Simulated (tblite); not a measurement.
**C₅H₁₃BFN: geometry relaxation**

System: C₅H₁₃BFN.
Method: GFN2-xTB geometry optimisation, gas phase (tblite 0.8.0).

It belongs to a series of runs on one base structure; here: H on C replaced by CH3.

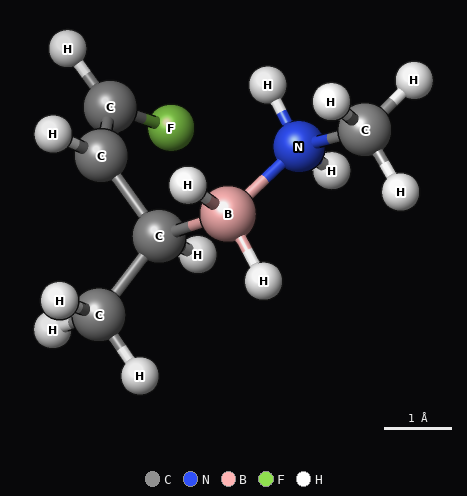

*The starting structure (ball-and-stick view, seen at a tilt).*

## Summary

```tsv
quantity	value
outcome	converged
total energy	−712.8894 eV
hardware	1 CPU thread, shared host
wall time	0.54 s
peak memory	0.18 GiB
```

## The input
```
{"job": {"kind": "relax", "xc": "GFN2-xTB", "basis": "xTB"}, "charge": 0, "multiplicity": 1}
C      2.755900     0.581100     0.669700
N      1.330800     0.781000     0.321500
B      0.704400    -0.544700    -0.165000
C     -0.843800    -0.292900    -0.626900
C     -1.394000    -1.531500    -1.339800
C     -1.703600    -0.003500     0.588400
C     -2.211300     1.212400     0.832100
F     -1.996500     2.259200    -0.004000
H      3.333700     0.258400    -0.220800
H      2.856100    -0.171400     1.485600
H      3.174600     1.541200     1.030100
H      1.261800     1.502000    -0.414500
H      0.825300     1.113100     1.193600
H      0.738800    -1.365100     0.694100
H      1.310700    -0.944800    -1.101300
H     -0.864700     0.550200    -1.323400
H     -2.443700    -1.345000    -1.652600
H     -0.799600    -1.740400    -2.263600
H     -1.364800    -2.424200    -0.685300
H     -1.870900    -0.794100     1.319200
H     -2.807900     1.375900     1.734900
```

The first line tells a small driver script what to run in tblite; the rest is the geometry in Å.

Launch command:
```bash
OMP_NUM_THREADS=1 python <driver script> task.json out
```

## The program's output
```
step      E/eV     max force
  0    -712.46482    1.755
  1    -712.64090    0.983
  2    -712.71688    0.776
  3    -712.74992    0.536
  4    -712.76831    0.304
  5    -712.78045    0.195
  6    -712.78473    0.176
  7    -712.78874    0.149
  8    -712.79130    0.095
  9    -712.79328    0.091
 10    -712.79477    0.117
 11    -712.79618    0.122
 12    -712.79737    0.086
 13    -712.79851    0.085
 14    -712.80000    0.109
 15    -712.80244    0.171
 16    -712.80609    0.211
 17    -712.81049    0.162
 18    -712.81459    0.173
 19    -712.81798    0.142
 20    -712.82099    0.155
 21    -712.82388    0.133
 22    -712.82640    0.120
 23    -712.82863    0.136
 24    -712.83097    0.147
 25    -712.83361    0.151
 26    -712.83648    0.145
 27    -712.83948    0.124
 28    -712.84267    0.133
 29    -712.84599    0.139
 30    -712.84916    0.122
 31    -712.85216    0.124
 32    -712.85529    0.117
 33    -712.85864    0.133
 34    -712.86150    0.155
 35    -712.86453    0.151
 36    -712.86760    0.126
 37    -712.87194    0.110
 38    -712.87424    0.117
 39    -712.87725    0.102
 40    -712.87905    0.093
 41    -712.88093    0.079
 42    -712.88240    0.088
 43    -712.88346    0.072
 44    -712.88414    0.061
 45    -712.88473    0.053
 46    -712.88537    0.055
 47    -712.88596    0.057
 48    -712.88638    0.048
 49    -712.88668    0.032
 50    -712.88691    0.033
 51    -712.88711    0.033
 52    -712.88729    0.032
 53    -712.88750    0.037
 54    -712.88776    0.042
 55    -712.88806    0.040
 56    -712.88834    0.041
 57    -712.88853    0.032
 58    -712.88867    0.022
 59    -712.88875    0.021
 60    -712.88882    0.019
 61    -712.88887    0.019
 62    -712.88892    0.016
 63    -712.88897    0.015
 64    -712.88900    0.012
 65    -712.88903    0.011
 66    -712.88907    0.013
 67    -712.88910    0.019
 68    -712.88913    0.017
 69    -712.88916    0.013
 70    -712.88919    0.014
 71    -712.88923    0.016
 72    -712.88927    0.016
 73    -712.88930    0.011
 74    -712.88933    0.013
 75    -712.88935    0.016
 76    -712.88939    0.016
 77    -712.88941    0.011
 78    -712.88943    0.009
```

## Trajectory as extended XYZ (Å, eV, eV/Å), 5 of the 79 frames kept, from step=0 to step=78
```
21
Properties=species:S:1:pos:R:3:forces:R:3 step=0 energy=-712.46482
C     2.7559    0.5811    0.6697    0.2250   0.4800   0.2840
N     1.3308    0.7810    0.3215    0.5550   1.0310   1.3070
B     0.7044   -0.5447   -0.1650   -0.5520  -1.4420  -0.4900
C    -0.8438   -0.2929   -0.6269   -0.4110  -0.2510   0.7460
C    -1.3940   -1.5315   -1.3398   -0.2490  -0.2190  -0.6360
C    -1.7036   -0.0035    0.5884    0.2440   0.9240  -0.7890
C    -2.2113    1.2124    0.8321    0.1870  -1.5430   0.5670
F    -1.9965    2.2592   -0.0040   -0.2040   0.0790   0.3290
H     3.3337    0.2584   -0.2208   -0.5100   0.0620   0.6030
H     2.8561   -0.1714    1.4856   -0.1620   0.4680  -0.7800
H     3.1746    1.5412    1.0301    0.0170  -0.4290  -0.1120
H     1.2618    1.5020   -0.4145   -0.1180  -0.3800   0.5040
H     0.8253    1.1131    1.1936    0.5450  -0.3270  -1.3500
H     0.7388   -1.3651    0.6941    0.1270   0.0800   0.3640
H     1.3107   -0.9448   -1.1013    0.2950   0.1450  -0.2430
H    -0.8647    0.5502   -1.3234   -0.3080   0.0290   0.0760
H    -2.4437   -1.3450   -1.6526    0.5370  -0.2580   0.1690
H    -0.7996   -1.7404   -2.2636   -0.4420   0.1060   0.8200
H    -1.3648   -2.4242   -0.6853    0.0230   0.5650  -0.4060
H    -1.8709   -0.7941    1.3192    0.0260   0.2540  -0.4120
H    -2.8079    1.3759    1.7349    0.1760   0.6270  -0.5510
21
Properties=species:S:1:pos:R:3:forces:R:3 step=20 energy=-712.82099
C     2.7556    0.6818    0.7097   -0.0770   0.0120  -0.0100
N     1.3477    0.7457    0.3296   -0.1390  -0.0650  -0.0240
B     0.7235   -0.6735   -0.1995   -0.0080   0.0140   0.0010
C    -0.8377   -0.3331   -0.6423    0.0690  -0.0120   0.0750
C    -1.4524   -1.5432   -1.3514    0.0160  -0.0080  -0.0050
C    -1.6925    0.0168    0.5266    0.0720  -0.0450  -0.0250
C    -2.1403    1.2108    0.8749    0.0340  -0.0140   0.0420
F    -1.8615    2.3404    0.1633    0.0820  -0.0120   0.0140
H     3.3368    0.3526   -0.1479    0.0100   0.0320  -0.0430
H     2.8822   -0.0601    1.4938   -0.0340   0.0070   0.0550
H     3.1240    1.6478    1.0543    0.0560   0.0320   0.0280
H     1.2063    1.4182   -0.4202    0.0070   0.0080   0.0090
H     0.7613    1.0309    1.1113    0.0520   0.0240   0.0050
H     0.8128   -1.4353    0.7157   -0.0690   0.0530  -0.0610
H     1.3891   -0.9867   -1.1390   -0.0790   0.0010   0.0280
H    -0.8391    0.5089   -1.3476   -0.0380  -0.0230   0.0680
H    -2.4879   -1.3497   -1.6338    0.0300  -0.0300  -0.0390
H    -0.8765   -1.7754   -2.2436   -0.0440  -0.0070  -0.0050
H    -1.4254   -2.4120   -0.6976   -0.0140   0.0000  -0.0060
H    -1.9850   -0.7979    1.1757    0.0590  -0.0300  -0.0570
H    -2.7499    1.4301    1.7400    0.0140   0.0610  -0.0500
21
Properties=species:S:1:pos:R:3:forces:R:3 step=39 energy=-712.87725
C     2.6581    0.7849    0.7382   -0.0520   0.0090  -0.0130
N     1.2624    0.7330    0.3110   -0.0400   0.0070   0.0010
B     0.7085   -0.7112   -0.2144    0.0780  -0.0100   0.0360
C    -0.8511   -0.3991   -0.6743    0.0770  -0.0030   0.0320
C    -1.4905   -1.5905   -1.3834    0.0030   0.0140  -0.0290
C    -1.6760   -0.0314    0.5043   -0.0360   0.0370  -0.0630
C    -1.8795    1.1990    0.9424   -0.0030   0.0050   0.0690
F    -1.3018    2.2790    0.3307    0.0100   0.0760  -0.0450
H     3.2971    0.4930   -0.0931   -0.0180  -0.0080   0.0070
H     2.8154    0.0786    1.5515   -0.0320   0.0090  -0.0240
H     2.9338    1.7876    1.0700    0.0400  -0.0110   0.0190
H     1.0998    1.3920   -0.4471    0.0040   0.0040  -0.0020
H     0.6422    1.0013    1.0725    0.0300   0.0090   0.0180
H     0.7837   -1.4587    0.7113   -0.0100   0.0120  -0.0270
H     1.4030   -1.0192   -1.1322   -0.0810   0.0000  -0.0020
H    -0.8509    0.4499   -1.3691    0.0150  -0.0140  -0.0020
H    -2.5119   -1.3590   -1.6858   -0.0400  -0.0530   0.0230
H    -0.9241   -1.8382   -2.2768    0.0440  -0.0740   0.0400
H    -1.5017   -2.4511   -0.7176   -0.0010  -0.0200  -0.1000
H    -2.1412   -0.8346    1.0571    0.0030   0.0150  -0.0220
H    -2.4844    1.5115    1.7768    0.0070  -0.0030   0.0860
21
Properties=species:S:1:pos:R:3:forces:R:3 step=58 energy=-712.88867
C     2.6352    0.7786    0.7349    0.0100  -0.0040   0.0020
N     1.2392    0.7478    0.3120    0.0100   0.0130   0.0000
B     0.6921   -0.6958   -0.2108    0.0070   0.0210  -0.0010
C    -0.8650   -0.3967   -0.6891   -0.0010  -0.0030  -0.0160
C    -1.4734   -1.6111   -1.3914    0.0040   0.0000   0.0090
C    -1.6829   -0.0087    0.4862   -0.0040  -0.0150  -0.0100
C    -1.8403    1.2148    0.9657   -0.0150  -0.0010  -0.0110
F    -1.2705    2.3067    0.3606    0.0020  -0.0040   0.0060
H     3.2661    0.4773   -0.0989   -0.0010   0.0070   0.0010
H     2.7785    0.0623    1.5413   -0.0070   0.0000   0.0010
H     2.9352    1.7716    1.0759    0.0040  -0.0120  -0.0040
H     1.0802    1.4099   -0.4441   -0.0010   0.0090  -0.0030
H     0.6292    1.0212    1.0797   -0.0060  -0.0020   0.0030
H     0.7652   -1.4405    0.7147   -0.0120  -0.0130   0.0010
H     1.3772   -1.0066   -1.1309    0.0070  -0.0050  -0.0170
H    -0.8599    0.4372   -1.4012    0.0060   0.0080   0.0060
H    -2.4972   -1.4169   -1.7133    0.0100   0.0010   0.0090
H    -0.8794   -1.8644   -2.2659   -0.0050  -0.0050   0.0110
H    -1.4752   -2.4709   -0.7255   -0.0010   0.0020   0.0040
H    -2.1543   -0.8078    1.0391   -0.0130  -0.0070   0.0010
H    -2.4088    1.5089    1.8333    0.0050   0.0100   0.0080
21
Properties=species:S:1:pos:R:3:forces:R:3 step=78 energy=-712.88943
C     2.6378    0.7726    0.7360   -0.0020   0.0010  -0.0010
N     1.2421    0.7554    0.3113   -0.0030   0.0010  -0.0020
B     0.6925   -0.6842   -0.2197    0.0010   0.0020   0.0020
C    -0.8673   -0.3923   -0.6934   -0.0010   0.0010   0.0020
C    -1.4693   -1.6165   -1.3831   -0.0010   0.0010   0.0010
C    -1.6905   -0.0070    0.4795    0.0040  -0.0020   0.0050
C    -1.8463    1.2141    0.9653    0.0030   0.0000   0.0020
F    -1.2639    2.3061    0.3725   -0.0010   0.0020   0.0020
H     3.2671    0.4723   -0.0992    0.0020  -0.0010   0.0010
H     2.7728    0.0500    1.5381    0.0020   0.0000  -0.0020
H     2.9458    1.7605    1.0834    0.0030   0.0000   0.0030
H     1.0871    1.4241   -0.4398    0.0000   0.0040  -0.0020
H     0.6329    1.0253    1.0809   -0.0020  -0.0010  -0.0020
H     0.7670   -1.4345    0.7018   -0.0030  -0.0080  -0.0040
H     1.3748   -0.9909   -1.1444    0.0020   0.0030   0.0020
H    -0.8676    0.4394   -1.4079    0.0000  -0.0020  -0.0030
H    -2.4936   -1.4299   -1.7071    0.0020   0.0000  -0.0020
H    -0.8741   -1.8802   -2.2533   -0.0010  -0.0010   0.0030
H    -1.4691   -2.4666   -0.7048    0.0030  -0.0030  -0.0040
H    -2.1720   -0.8074    1.0223   -0.0030   0.0020   0.0050
H    -2.4149    1.5065    1.8338   -0.0020   0.0030  -0.0060
```

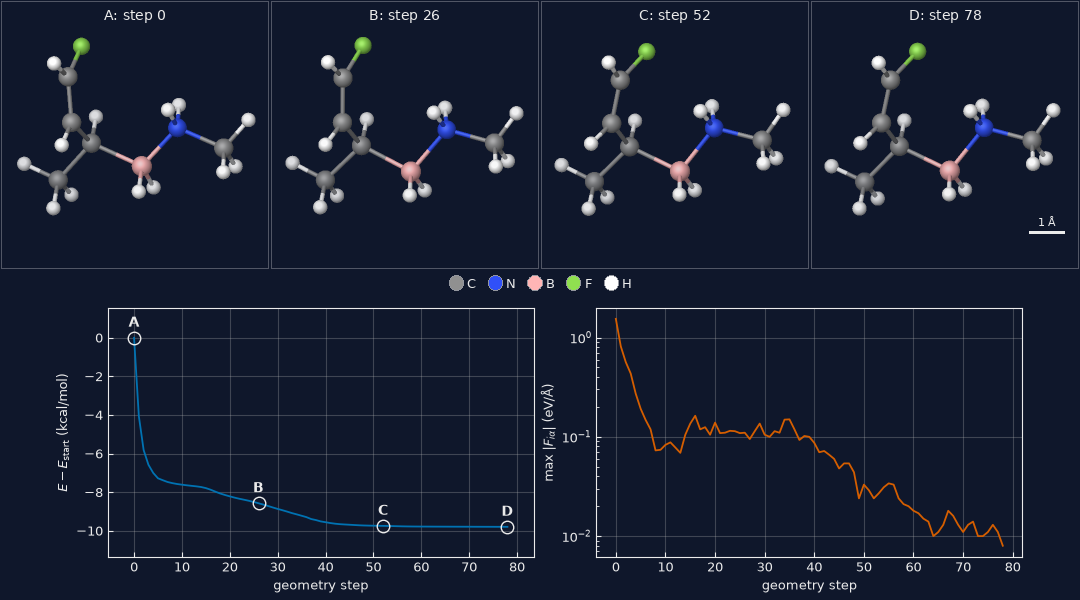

*Frames of the relaxation (ball-and-stick view, seen at a tilt) above the curves, on which the letters mark them (steps are counted from 0).*

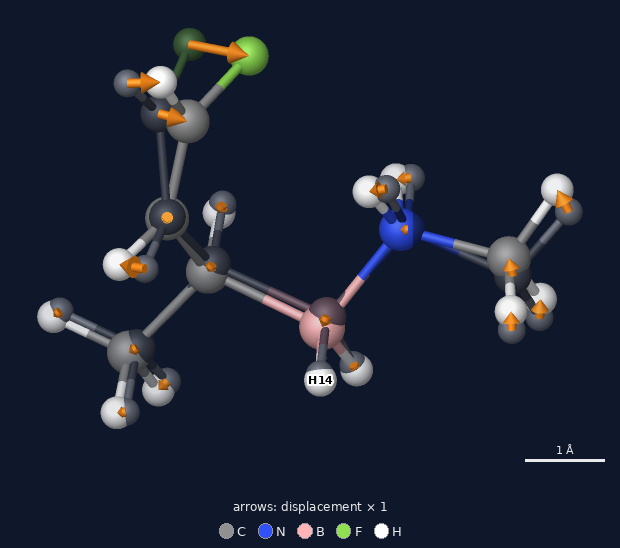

*Start (faint) and end (solid) with the displacements as orange arrows, at true length (ball-and-stick view, seen at a tilt). The two geometries are laid on each other by the best rigid fit.*

The energy falls by 9.79 kcal/mol in 78 geometry steps. Largest force component: 1.5 eV/Å at the start, 0.008 eV/Å at the end. F8 moves most after the best rigid fit: 0.83 Å. By element the largest moves are F 0.83 Å, H 0.43 Å, C 0.39 Å, B 0.15 Å, N 0.09 Å. Distances before and after: N2–B3 1.545 → 1.630 Å, N2–H13 1.061 → 1.018 Å, C4–C6 1.517 → 1.484 Å, C5–H18 1.118 → 1.087 Å. Among the angles that change: C6–C7–H21 119.5° → 127.4°, F8–C7–H21 118.6° → 110.8°, N2–B3–C4 109.9° → 104.8°. (Atoms are counted from 1 in the order of the input.)
